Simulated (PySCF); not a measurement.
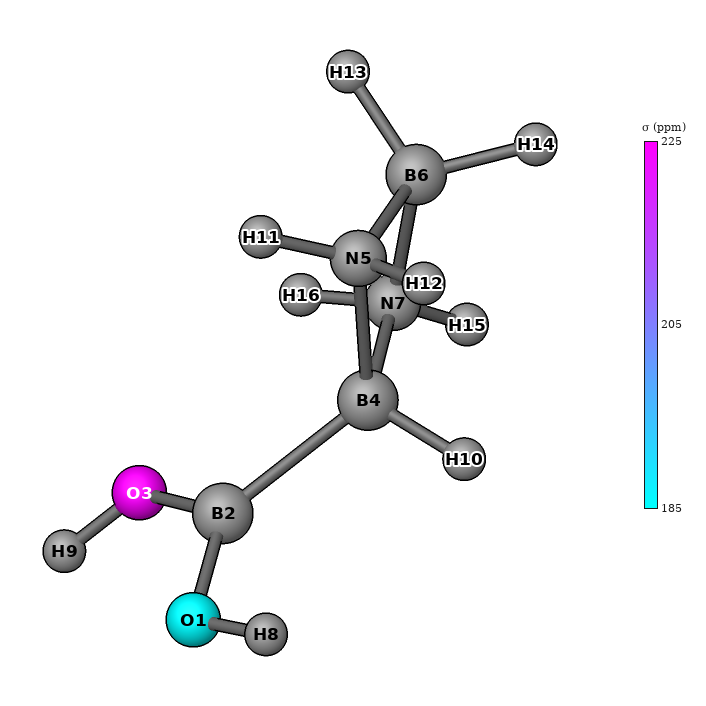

Atoms are coloured by their isotropic NMR shieldings (O only, the others grey). Geometry: a frame of a GFN2-xTB molecular-dynamics simulation, not a minimum. Level of theory: GIAO PBE0/pcSseg-1 NMR shielding, non-relativistic, gas phase (PySCF 2.14.0).

Give the isotropic NMR shieldings of the O atoms atom by atom.

```json
{"atom": "O1", "σ (ppm)": "185.5"}
{"atom": "O3", "σ (ppm)": "224.5"}
```
